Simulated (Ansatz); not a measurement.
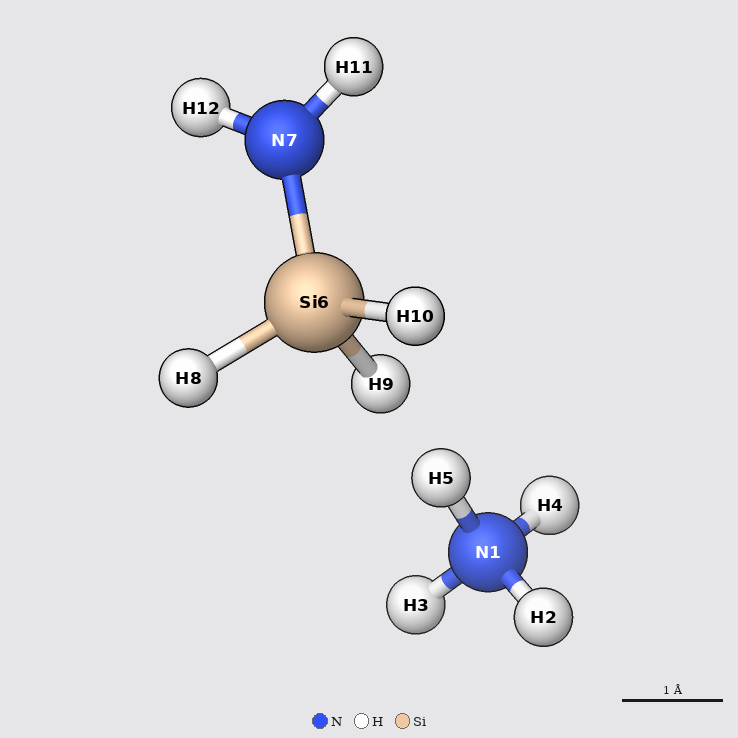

The atoms are numbered. The species has charge +1 and is a spin singlet. The geometry was computed by an optimisation with PBE-D4/def2-SVP. No frequency run is at hand to confirm it as a minimum.

List the bonds and their lengths.

```csv
bond,length (Å),order
N1–H2,1.035,single
N1–H3,1.036,single
N1–H4,1.036,single
N1–H5,1.097,single
Si6–N7,1.706,single
Si6–H8,1.496,single
Si6–H9,1.577,single
Si6–H10,1.496,single
N7–H11,1.021,single
N7–H12,1.021,single
```
